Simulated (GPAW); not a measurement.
# Work function of H/Ni(110) at several levels, part 3 of 3

Wanted: work functions and dipole of H/Ni(110), with the cost of each level.

GPAW 26.7.0; GPAW, PAW setups; slab in vacuum, relaxation (the session's first sound run).

So far, upper work function (eV): step 2 (relaxing the atoms, PBE, GPAW) 5.82; step 6 (OptPBE vdW: xc = "optPBE-vdW", GPAW, PAW setups, GPAW) 6.08; step 7 (self-consistent run: xc = "revPBE") 5.76; step 8 (self-consistent run: xc = "vdW-DF2", GPAW, PAW setups, GPAW) 6.33; step 9 (real-space grid: mode = "fd", PBE, GPAW) 5.83.

### Step 10. Atomic orbitals: mode = "lcao" (continued)

The electrostatic potential energy of an electron (without an applied field's), less the Fermi level, planar mean oscillates, so the rows of the table below give means over windows of 1.24 Å about each position, cut where the curve ends. Its maxima inside the range that stand out by 2 % of the span (Å: eV): 7.6: -5.84, 8.8: -6.07, 10.2: -5.28, 11.4: -7.01, 13.1: 3.42. Its minima: 7.0: -10.4, 8.2: -11.1, 9.5: -11.0, 10.8: -11.2, 11.9: -10.5, 13.4: 2.69.

The electrostatic potential energy of an electron (without an applied field's), less the Fermi level, planar mean by z; means over each step:

```csv
z (Å),"electrostatic potential energy of an electron (without an applied field's), less the Fermi level, planar mean (eV)"
0.62,4.55
1.86,4.53
3.10,4.52
4.34,4.47
5.58,3.41
6.82,-6.42
8.06,-8.47
9.30,-8.42
10.54,-8.30
11.78,-8.21
13.02,1.94
14.26,5.25
15.50,5.82
16.74,5.83
17.98,5.83
19.22,5.83
```

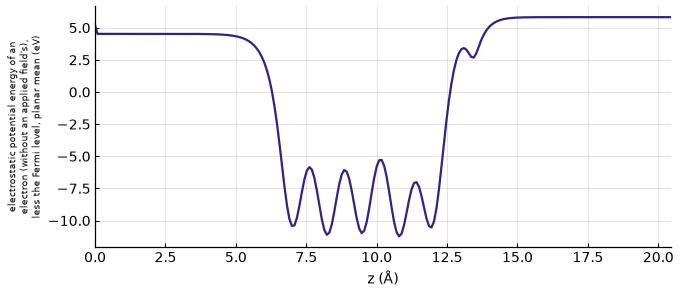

Electrostatic potential energy of an electron (without an applied field's), less the Fermi level, planar mean, plotted against z.

The upper face's work function is 5.827 eV, against 5.825 eV in the first plane-wave PBE run at this geometry.

### Step 11. All levels side by side

Times are for 1 thread of Arm Neoverse N1, shared host. The runs compared:

```
no.         run  upper work function (eV)  lower work function (eV)    time  memory (GiB)
  1          pw                     5.825                     4.557  33 min          0.59
  2        RPBE                     5.773                     4.381  29 min          0.59
  3         LDA                     5.920                     4.934  33 min          0.58
  4  optPBE vdW                     6.077                     4.756  35 min          0.76
  5      revPBE                     5.764                     4.404  33 min          0.59
  6     vdW DF2                     6.334                     4.980  33 min          0.76
  7          fd                     5.827                     4.558   1.9 h           2.5
  8        lcao                     5.827                     4.526     2 h          0.42
```

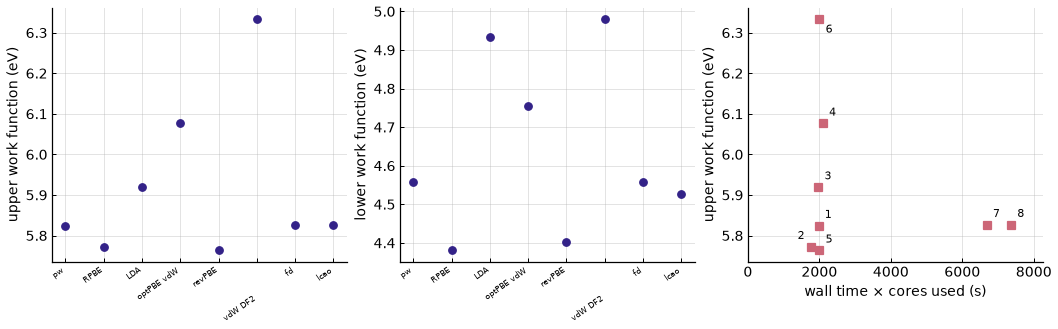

The series as plots; the last panel sets the first result against cost, with the runs numbered as in the table.

### Step 12. Side by side

Results and costs are gathered.

This step: comparison of work functions, dipole and cost (GPAW 26.7.0).

Ladder, by row:

```csv
step,code,"work function, upper (eV)","work function, lower (eV)",dipole (e Å),wall time (s),peak memory (GiB),threads
pw,GPAW,5.825,4.557,-0.06151,1977,0.59,1
RPBE,GPAW,5.773,4.381,-0.06753,1762,0.59,1
LDA,GPAW,5.92,4.934,-0.04788,1968,0.58,1
optPBE-vdW,GPAW,6.077,4.756,-0.06409,2098,0.76,1
revPBE,GPAW,5.764,4.404,-0.06601,2000,0.59,1
vdW-DF2,GPAW,6.334,4.98,-0.06568,2000,0.76,1
fd,GPAW,5.827,4.558,-0.06142,6683,2.48,1
lcao,GPAW,5.827,4.526,-0.06298,7364,0.42,1
```

### Step 13. A changed run

One more run, with changed settings.

This step: GPAW, PAW setups; slab in vacuum (GPAW 26.7.0).

run.py

```python
import json
import numpy as np
from ase import Atoms
from gpaw import GPAW, PW

slab = Atoms(
    ['Ni', 'Ni', 'Ni', 'Ni', 'Ni', 'H'],
    positions=[
        [0.00000, 0.00000, 7.00000],
        [1.76000, 1.24451, 8.24451],
        [0.00000, 0.00000, 9.48902],
        [1.76000, 1.24451, 10.78686],
        [-0.00000, 0.00000, 11.96390],
        [-0.00000, -0.00000, 13.43360]],
    cell=[[3.52, 0.0, 0.0], [0.0, 2.48902, 0.0], [0.0, 0.0, 20.52803]],
    pbc=[True, True, False],
    magmoms=[0.7, 0.7, 0.7, 0.7, 0.7, 0.0])

slab.calc = GPAW(mode=PW(500), xc='PBE', kpts={'size': (1, 1, 1), 'gamma': True},
                 occupations={'name': 'fermi-dirac', 'width': 0.1}, nbands='160%',
                 convergence={'density': 1e-05}, maxiter=50,
                 poissonsolver={'dipolelayer': 'xy'},
                 symmetry={'tolerance': 1e-3}, txt='slab.txt')
result = {}
energy = slab.get_potential_energy()
fermi = slab.calc.get_fermi_level()
v = slab.calc.get_electrostatic_potential().mean((0, 1)) - fermi
n = slab.calc.get_pseudo_density().mean((0, 1))
L = slab.cell[2, 2]
z = np.arange(len(v)) * L / len(v)
low, high = slab.positions[:, 2].min(), slab.positions[:, 2].max()
below, above = np.interp([low - 4.8, high + 4.8], z, v)
slopes = [np.interp(x, z, np.gradient(v, z)) for x in (low - 4.8, high + 4.8)]
eps = np.array([[slab.calc.get_eigenvalues(k, s) for k in range(len(slab.calc.get_ibz_k_points()))]
                for s in range(slab.calc.get_number_of_spins())]) - fermi
top, bottom = eps[eps < 0].max(), eps[eps > 0].min()
dipole = slab.get_dipole_moment()[2]
print(f'energy {energy:.4f} eV, Fermi level {fermi:.4f} eV, dipole {dipole:.5f} e A')
print(f'potential 4.8 A off the faces, from the Fermi level: lower {below:.4f} eV, upper {above:.4f} eV')
print(f'slope of the potential there: lower {slopes[0]:.5f}, upper {slopes[1]:.5f} eV/A')
print(f'nearest levels on the mesh: {top:.4f} and {bottom:.4f} eV')
print('magnetic moment', round(slab.get_magnetic_moment(), 3))
result.update(energy=energy, fermi=fermi, dipole=dipole, below=below, above=above, slopes=slopes, edges=[top, bottom],
              z=z.tolist(), v=v.tolist(), n=n.tolist(), positions=slab.positions.tolist(),
              forces=slab.get_forces(apply_constraint=False).tolist(), moments=slab.get_magnetic_moments().tolist())
json.dump(result, open('result.json', 'w'))
```

Command:

```
> OMP_NUM_THREADS=1 OPENBLAS_NUM_THREADS=1 python run.py
```

What it wrote:

```text
energy -49.9365 eV, Fermi level -2.0758 eV, dipole -0.06193 e A
potential 4.8 A off the faces, from the Fermi level: lower 6.2730 eV, upper 7.5490 eV
slope of the potential there: lower -0.00063, upper -0.00009 eV/A
nearest levels on the mesh: -0.0202 and 0.1052 eV
magnetic moment 4.999
```

Elapsed: 67 s, on 1 thread of Arm Neoverse N1, shared host; peak memory 0.22 GiB.

The run finished. A setting was moved off its sound value on purpose, so it serves as a test and not as the result.

The fault put into the input: one k-point (kpts = [1, 1]).

The two runs compared:

```
                     quantity   this run  sound run  difference
dipole along the normal (e·Å)  -0.061932  -0.061509     -4.2e-4
     upper work function (eV)     7.5490     5.8246        1.72
     lower work function (eV)     6.2730     4.5573        1.72
 sum of the site moments (μB)     5.1276     3.1130        2.01
```

One result that differs is the sum of the site moments, 5.13 μB against 3.11 μB.

### Step 14. What came out

```yaml
work_function_upper_and_lower_face: 5.825 and 4.557 eV
dipole_along_the_normal: -0.0615 e Å
```

**Reading.** With plane waves and PBE the work function is 5.82 eV on the upper face and 4.56 eV on the lower. The two faces differ by 1.3 eV, the step that the slab's dipole makes (e p/(ε0 A) gives 1.3 eV), so the dipole layer is needed. Over the sound runs of the table the upper face's work function spans 5.764 (revPBE) to 6.334 eV (vdW-DF2). The cell of 8.76 Å² holds one H, started on one chosen site; other sites and coverages weren't tried. One magnetic start was tried; another order may lie lower. The in-plane lattice was kept as typed, which isn't the functional's own and leaves some strain; spin-orbit coupling and temperature are left out.

[Logs are printed without paths, hosts, clocks, repeated set-up lines and the standing remarks that a program may print on its own settings, such as how far it seeks lower states.]

[Hosts, paths, dates, database ids (printed as entryN), source tags and the programs' standing remarks are cut or masked in the printed files.]
